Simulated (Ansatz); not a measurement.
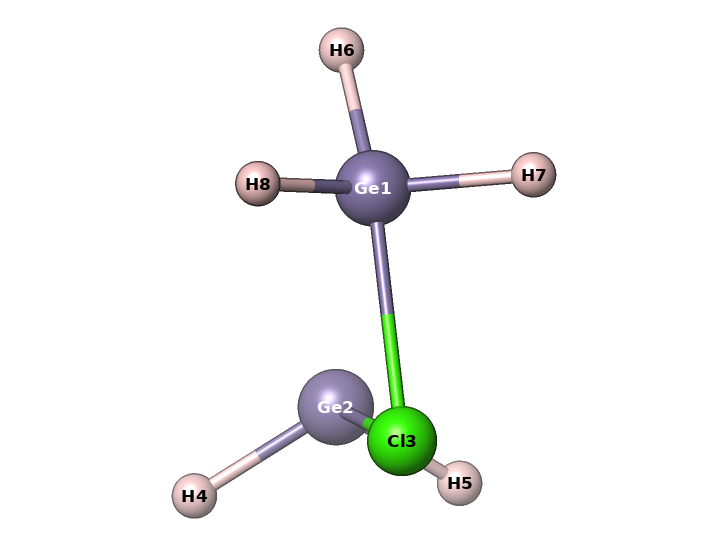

Source: calculation with Ansatz.

Ge2 lies behind Cl3. The molecule seen a little off the Cl3–Ge2 bond, Cl3 in front. Depth is shown by fading: the farther an atom, the more it takes the colour of the background. Geometry: start.

What is the torsion angle Ge1–Cl3–Ge2–H4? The sign is positive where the front bond must turn clockwise to cover the back bond.

Answer. −123°, anticlinal.
